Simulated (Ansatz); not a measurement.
Complex (SMILES): C#C (C2H2) with [SiH3]C (CH3-SiH3), atoms 1 to 4 the first; geometry from B3LYP-D3(BJ)/def2-TZVP, monomers rigid:
```xyz
12

C     -0.1165     0.4274    -0.3481
C     -0.5435    -0.4531     0.3410
H     -0.9236    -1.2325     0.9556
H      0.2711     1.2052    -0.9599
C      2.6297    -2.0608    -1.5202
Si     3.4368    -0.4101    -1.1513
H      2.6930    -2.2958    -2.5843
H      3.1200    -2.8641    -0.9671
H      1.5772    -2.0398    -1.2355
H      3.3716    -0.0937     0.2950
H      4.8630    -0.4218    -1.5626
H      2.7610     0.6825    -1.8956
```

Basis-set convergence of the counterpoise-corrected interaction energy at MP2 with Ansatz (a program for electronic structure). Cartesian d functions, on some or all atoms, in 6-31G*, 6-311+G**; all else is spherical. Cores are frozen. No added dispersion term, no relativity. Functions are those of the species that has most. Reference: Hartree-Fock in aug-cc-pV(Q+d)Z plus the correlation part extrapolated as X^-3 from aug-cc-pV(T+d)Z and aug-cc-pV(Q+d)Z, -1.64 kcal/mol, itself unsure by roughly 0.02 kcal/mol (a third of the extrapolation step and of the last Hartree-Fock step). Deviations are taken from unrounded values.

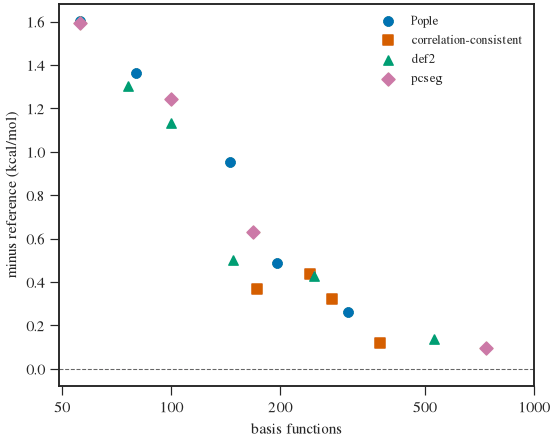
Fig. 1. Deviation from the reference against the number of basis functions, by family of sets.

```tsv
basis	functions	counterpoise-corrected interaction energy (kcal/mol)	minus reference (kcal/mol)
3-21G	56	-0.03	1.60
pcseg-0	56	-0.04	1.59
def2-SV(P)	76	-0.33	1.31
6-31G*	80	-0.27	1.36
def2-SVP	100	-0.50	1.13
pcseg-1	100	-0.39	1.24
6-311+G**	145	-0.68	0.95
def2-SVPD	148	-1.13	0.50
aug-pcseg-1	168	-1.01	0.63
aug-cc-pV(D+d)Z	173	-1.27	0.37
6-311++G(2d,2p)	196	-1.15	0.49
cc-pV(T+d)Z	241	-1.20	0.44
def2-TZVPP	247	-1.21	0.43
jun-cc-pV(T+d)Z	277	-1.31	0.32
6-311++G(3df,3pd)	308	-1.38	0.26
aug-cc-pV(T+d)Z	377	-1.52	0.12
def2-QZVPPD	529	-1.50	0.14
aug-pcseg-3	736	-1.54	0.09
```
